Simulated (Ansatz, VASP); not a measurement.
# AgCl: VASP beside Ansatz, part 2 of 2

Wanted: the spread between two codes on one cell, functional and k mesh.  The cell comes out of the VASP series on this material, whose earlier steps may have relaxed, scaled or displaced it; both programs get it as it stands.

VASP 6.6.1 and Ansatz 0.2.0.

So far. Step 2 (Ansatz: single point, r2SCAN with rVV10): The run ends at a pressure of 0.09 GPa. Step 3 (VASP: single point, r2SCAN with rVV10): The run ends at a pressure of -0.08 GPa.

**5. VASP: band structure, r2SCAN with rVV10**

Level of this step: r2SCAN with rVV10; plane waves and PAW (Ag, Cl) (VASP).

Levels along a path test the potential and the projectors away from the mesh points.

File INCAR:

```
SYSTEM = AgCl
PREC = Accurate
ENCUT = 400
EDIFF = 1E-06
NELM = 100
ISMEAR = 0
SIGMA = 0.05
LREAL = .FALSE.
ALGO = Normal
METAGGA = R2SCAN
LUSE_VDW = .TRUE.
IVDW_NL = 2
BPARAM = 11.95
CPARAM = 0.0093
LASPH = .TRUE.
NBANDS = 21
LORBIT = 11
LWAVE = .FALSE.
LCHARG = .FALSE.
KPAR = 2
```

File POSCAR:

```
AgCl
1.0
    0.0000000000      2.7481520757      2.7481520757
    2.7481520757      0.0000000000      2.7481520757
    2.7481520757      2.7481520757      0.0000000000
Ag Cl
1 1
Direct
    0.0000000000      0.0000000000      0.0000000000
    0.5000000000      0.5000000000      0.5000000000
```

File KPOINTS:

```
Automatic mesh
0
Gamma
8 8 8
0 0 0
```

File KPOINTS_OPT:

```
Line mode
16
Line-mode
Reciprocal
  0.00000000   0.00000000   0.00000000 GAMMA
  0.50000000   0.00000000   0.50000000 X

  0.50000000   0.00000000   0.50000000 X
  0.50000000   0.25000000   0.75000000 W

  0.50000000   0.25000000   0.75000000 W
  0.37500000   0.37500000   0.75000000 K

  0.37500000   0.37500000   0.75000000 K
  0.00000000   0.00000000   0.00000000 GAMMA

  0.00000000   0.00000000   0.00000000 GAMMA
  0.50000000   0.50000000   0.50000000 L

  0.50000000   0.50000000   0.50000000 L
  0.62500000   0.25000000   0.62500000 U

  0.62500000   0.25000000   0.62500000 U
  0.50000000   0.25000000   0.75000000 W

  0.50000000   0.25000000   0.75000000 W
  0.50000000   0.50000000   0.50000000 L

  0.50000000   0.50000000   0.50000000 L
  0.37500000   0.37500000   0.75000000 K

  0.62500000   0.25000000   0.62500000 U
  0.50000000   0.00000000   0.50000000 X
```

Potentials, in the order of the species: Ag and Cl (PBE family, release 64).

On the command line:

```bash
> mpirun -np 2 vasp_std
```

Numbers of over 12 decimals in the logs are rounded to 6 here.

The log of the run:

```text
[banner, memory and clock lines left out]
running    2 mpi-ranks, on    1 nodes
[...]
[... a notice as in an earlier step ...]

 [... a notice as in an earlier step ...]

 LDA part: xc-table for (None), standard interpolation
 POSCAR, INCAR and KPOINTS ok, starting setup
[...]
entering main loop
       N       E                     dE             d eps       ncg     rms          rms(c)
Total rVV10 correction in eV:      0.5284862    21.5737324
Total rVV10 correction in eV:      0.5284862    21.5737324
DAV:   1     0.654644912261E+02    0.65464E+02   -0.71155E+03  1250   0.635E+02
DAV:   2    -0.295952373155E+02   -0.95060E+02   -0.85869E+02  1426   0.176E+02
DAV:   3    -0.331438709913E+02   -0.35486E+01   -0.35262E+01  1466   0.344E+01
DAV:   4    -0.331677256618E+02   -0.23855E-01   -0.23852E-01  1368   0.306E+00
DAV:   5    -0.331680554494E+02   -0.32979E-03   -0.32978E-03  1512   0.354E-01    0.707E+00
Total rVV10 correction in eV:      0.5278083    21.5737320
Total rVV10 correction in eV:      0.5278083    21.5737320
[...]
Total rVV10 correction in eV:      0.5431897    21.5737320
Total rVV10 correction in eV:      0.5431897    21.5737320
   1 F= -.28092014E+02 E0= -.28092014E+02  d E =-.180826E-20
 Start KPOINTS_OPT (optional k-point list driver)
k-point batch [1-29\160]
       N       E                     dE             ncg
DAV:   1     0.271128858451E+04   -0.10072E+05     1242
DAV:   2    -0.569253707995E+02   -0.27682E+04     1416
DAV:   3    -0.153250616418E+03   -0.96325E+02     1450
DAV:   4    -0.153925618887E+03   -0.67500E+00     1456
DAV:   5    -0.153935781300E+03   -0.10162E-01     1504
DAV:   6    -0.153935999175E+03   -0.21788E-03     1535
DAV:   7    -0.153936004624E+03   -0.54488E-05     1460
DAV:   8    -0.153936004768E+03   -0.14405E-06     1068
[...]
k-point batch [146-160\160]
       N       E                     dE             ncg
DAV:   1     0.926034793885E+04   -0.76482E+04      630
DAV:   2     0.781515448044E+04   -0.14452E+04      723
DAV:   3     0.776503140035E+04   -0.50123E+02      794
DAV:   4     0.776469031826E+04   -0.34108E+00      743
DAV:   5     0.776468529767E+04   -0.50206E-02      792
DAV:   6     0.776468519126E+04   -0.10642E-03      778
DAV:   7     0.776468518868E+04   -0.25755E-05      810
DAV:   8     0.776468518862E+04   -0.60261E-07      512
```

From OUTCAR (step 5):

```text
  Total       -0.0307985     -0.0307985     -0.0307985      0.0000000      0.0000000      0.0000000
  in kB       -1.1887439     -1.1887439     -1.1887439      0.0000000      0.0000000      0.0000000
  external PRESSURE =      -1.1887439 kB  Pullay stress =       0.0000000 kB

 POSITION                                       TOTAL-FORCE (eV/Angst)
 -----------------------------------------------------------------------------------
      0.00000      0.00000      0.00000        -0.000000      0.000000      0.000000
      2.74815      2.74815      2.74815         0.000000     -0.000000     -0.000000
 -----------------------------------------------------------------------------------
    total drift:                                0.000000      0.000000      0.000000

  FREE ENERGIE OF THE ION-ELECTRON SYSTEM (eV)
  ---------------------------------------------------
  free  energy   TOTEN  =       -28.0920138926 eV

  energy  without entropy=      -28.0920138926  energy(sigma->0) =      -28.09201389

[... 1 part as in an earlier step ...]

[... 2 further parts left out ...]
[key lines of the parts left out:]
E-fermi :   4.2036
```

The run ends at a pressure of -0.12 GPa.

**6. Ansatz: band structure, r2SCAN with rVV10**

The same cell, functional, mesh and smearing now go to Ansatz, which takes its cutoff from its data sets.

The cell comes out of the VASP series on this material, whose earlier steps may have relaxed, scaled or displaced it; both programs get it as it stands.

File input.yaml:

```yaml
crystal:
  lattice:
    - [0.0, 2.7481520757, 2.7481520757]
    - [2.7481520757, 0.0, 2.7481520757]
    - [2.7481520757, 2.7481520757, 0.0]
  atoms:
    - { symbol: Ag, position: [0.0, 0.0, 0.0] }
    - { symbol: Cl, position: [0.5, 0.5, 0.5] }
hamiltonian:
  xc: r2scan
  pseudopotentials: { kind: paw }
  dispersion: rvv10
kpoints:
  mp_grid: { grid: [8, 8, 8] }
  band_path:
    path:
      - [0.0, 0.0, 0.0]
      - [0.16667, 0.0, 0.16667]
      - [0.33333, 0.0, 0.33333]
      - [0.5, 0.0, 0.5]
      - [0.5, 0.08333, 0.58333]
      - [0.5, 0.18333, 0.68333]
      - [0.5, 0.25, 0.75]
      - [0.45, 0.3, 0.75]
      - [0.40833, 0.34167, 0.75]
      - [0.35, 0.35, 0.7]
      - [0.225, 0.225, 0.45]
      - [0.075, 0.075, 0.15]
      - [0.03333, 0.03333, 0.03333]
      - [0.23333, 0.23333, 0.23333]
      - [0.4, 0.4, 0.4]
      - [0.5, 0.5, 0.5]
      - [0.51667, 0.46667, 0.51667]
      - [0.55833, 0.38333, 0.55833]
      - [0.60833, 0.28333, 0.60833]
      - [0.60833, 0.25, 0.64167]
      - [0.55833, 0.25, 0.69167]
      - [0.51667, 0.25, 0.73333]
      - [0.5, 0.3, 0.7]
      - [0.5, 0.38333, 0.61667]
      - [0.5, 0.48333, 0.51667]
      - [0.475, 0.475, 0.55]
      - [0.425, 0.425, 0.65]
      - [0.38333, 0.38333, 0.73333]
      - [0.59167, 0.18333, 0.59167]
      - [0.55, 0.1, 0.55]
      - [0.5, 0.0, 0.5]
    npoints: 1
scf:
  occupations: { method: gaussian, width: 0.05 }
  n_extra_bands: 7
output:
  forces: true
  stress: true
  eigenvalues: true
```

On the command line:

```bash
> ansatz run input.yaml --threads 2 --pin off --max-ram 4608MiB --backend cpu --events-out ev --progress --plain --runs-dir out
```

The log of the run:

```text
[...]
Crystal: 2 atoms, lattice volume = 41.510 Å³
Basis set: ecut = 500 eV, 1067 PW (Γ), exchange–correlation on 128×128×128 points (64 copies of the dense FFT grid, shifted against one another)
Bands: 20, of which v1, the nominal top of the filled ones, is band 13 counted from 1 (12 counted from 0)
Symmetry: 48 space group operations
[...]
k-points: 29 of 512
[...]
k-point 0: bands = [... 9 lower, 5.7213, 5.7213, 5.7405, 5.7405, 9.6702, 19.3908, 19.3908, 19.3908, ... 3 higher]
  k-point 1: bands = [... 9 lower, 5.7405, 5.9817, 6.5854, 6.5854, 10.3776, 18.0735, 19.1637, 19.1637, ... 3 higher]
  k-point 2: bands = [... 9 lower, 5.8726, 6.1537, 7.3997, 7.3997, 11.7170, 16.4992, 17.9587, 17.9587, ... 3 higher]
  k-point 28: bands = [... 9 lower, 6.1507, 6.1915, 6.2293, 7.0473, 13.0267, 16.5548, 16.5548, 16.9441, ... 3 higher]
[key lines of the parts left out:]
SCF converged after 6 iterations
Free energy (F): -8686.336209 eV
Fermi energy:    8.963618 eV
P = ⅓ Tr σ = 0.0850 GPa (0.850 kbar)
```

It took 5.9 s on 2 threads of Arm Neoverse N1, shared host; peak memory 0.45 GiB; 11 s of CPU time.

**7. Side by side**

The two programs side by side:

```csv
quantity,Ansatz,VASP,difference
pressure (GPa),0.09,-0.12,+0.20
gap over the path points (eV),1.417,1.364,+0.053
```

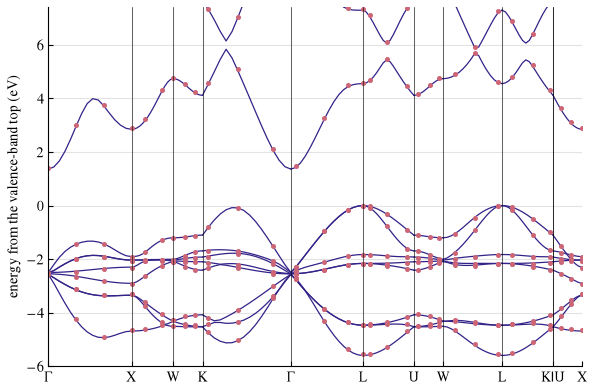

Bands from VASP (lines) and levels from Ansatz (dots). Dots without a line are higher empty bands that the VASP plot leaves out.

Levels at points of the path, from each program's valence-band top (eV; 4 filled, then empty):

| k (reciprocal lattice) | Ansatz | VASP |
| --- | --- | --- |
| 0.000 0.000 0.000 | -2.53 -2.53 -2.51 -2.51 1.42 11.14 11.14 | -2.55 -2.55 -2.50 -2.50 1.36 11.28 11.28 |
| 0.167 0.000 0.167 | -2.46 -1.98 -1.98 -1.44 3.01 9.48 9.64 | -2.45 -1.98 -1.98 -1.44 2.96 9.50 9.70 |
| 0.333 0.000 0.333 | -2.37 -1.91 -1.91 -1.44 3.77 8.13 8.54 | -2.35 -1.89 -1.89 -1.43 3.73 8.09 8.59 |
| 0.500 0.000 0.500 | -2.32 -2.06 -2.06 -1.93 2.89 8.20 9.32 | -2.30 -2.04 -2.04 -1.91 2.85 8.24 9.27 |
| 0.500 0.083 0.583 | -2.09 -2.06 -2.05 -1.74 3.23 8.14 9.13 | -2.07 -2.04 -2.02 -1.73 3.19 8.18 9.09 |
| 0.500 0.183 0.683 | -2.06 -2.04 -2.03 -1.30 4.31 8.13 8.61 | -2.04 -2.02 -2.01 -1.29 4.28 8.15 8.60 |
| 0.500 0.250 0.750 | -2.10 -2.06 -2.02 -1.21 4.77 8.30 8.30 | -2.09 -2.04 -2.01 -1.20 4.74 8.30 8.30 |
| 0.450 0.300 0.750 | -2.11 -2.00 -1.88 -1.18 4.55 7.88 8.50 | -2.08 -1.98 -1.86 -1.17 4.52 7.88 8.49 |
| 0.408 0.342 0.750 | -2.12 -1.96 -1.74 -1.13 4.25 7.69 8.62 | -2.10 -1.93 -1.73 -1.12 4.22 7.69 8.61 |
| 0.350 0.350 0.700 | -2.15 -1.90 -1.68 -0.81 4.58 7.33 8.48 | -2.12 -1.88 -1.67 -0.81 4.55 7.32 8.47 |

Among the levels compared (up to four filled and three empty ones at each point), filled levels agree within 27 meV and empty ones within 145 meV. Ansatz's pressure holds a Pulay correction of 0.05 GPa; VASP's holds none.

**8. Results**

```yaml
difference_in_gap_on_the_k_mesh_single_point_r2scan_with_rvv10: 0.053 eV
difference_in_gap_over_the_path_points_band_structure_r2scan_with_rvv10: 0.053 eV
```

What this shows: The difference in gap on the k mesh is 0.053 eV (single point, r2SCAN with rVV10), within the 0.08 eV picked in this series as the mark of a large difference. 2 further runs on this material are not shown. Differences of this kind measure data sets and numerical settings, not the functional's error against experiment.

[Lines on the potential files, build, host, timing and source positions are cut from VASP's logs without a mark.]

[Logs are printed without paths, hosts, clocks, repeated set-up lines and the standing remarks that a program may print on its own settings, such as how far it seeks lower states.]

[Hosts, paths, dates, database ids (printed as entryN), source tags and the programs' standing remarks are cut or masked in the printed files.]
